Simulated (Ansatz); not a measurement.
# Response to strain in HfO2

The parent structure is HfO2 in the fluorite structure (space group Fm-3m, No. 225; a = 5.0589 Å).

Strains are applied to the cell and any free atomic positions relax.

The values are results of DFT with r2SCAN, PAW potentials and a 500 eV plane-wave cutoff in Ansatz (a program for electronic structure), no spin-orbit coupling, earlier PAW set, not measurements.

Notes on the quantities. energy relative to the base: free energy F.

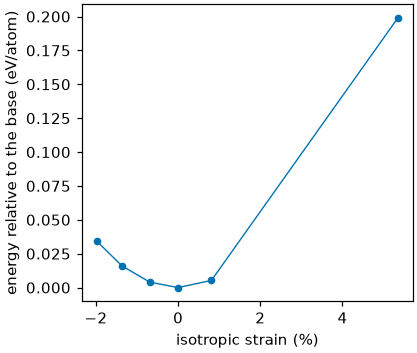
*Energy relative to the base against isotropic strain*

Problem. From the plot, what is the energy relative to the base for isotropic strain +5.35 %?

Solution. About 0.20 eV/atom.

Problem. Is the trend monotonic over the range shown?

Solution. No, it turns within the range, spanning 0 meV/atom to +199 meV/atom.

No phonon test of stability was made. This is not the structure that HfO2 has at room temperature and ambient pressure.
